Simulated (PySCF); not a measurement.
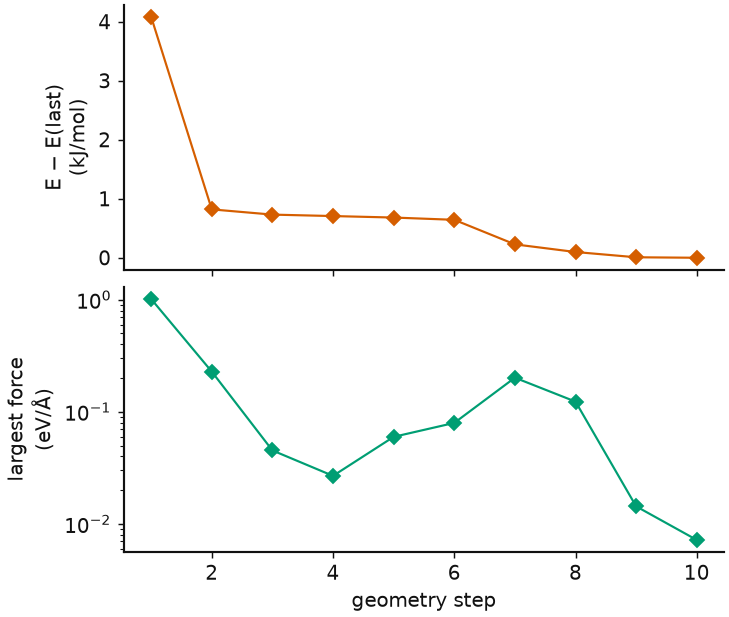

History of a geometry optimisation. The run: C3H6OS (SMILES CC(=S)CO), by PBE0-D3(BJ)/def2-SVP, geometry optimisation (PySCF).

The optimisation met its thresholds at geometry 10, counting the start as the first. The energy fell by about 4.1 kJ/mol from the first step to the last. The largest force goes from about 1 eV/Å at the start to 7 × 10⁻³ eV/Å at the end.
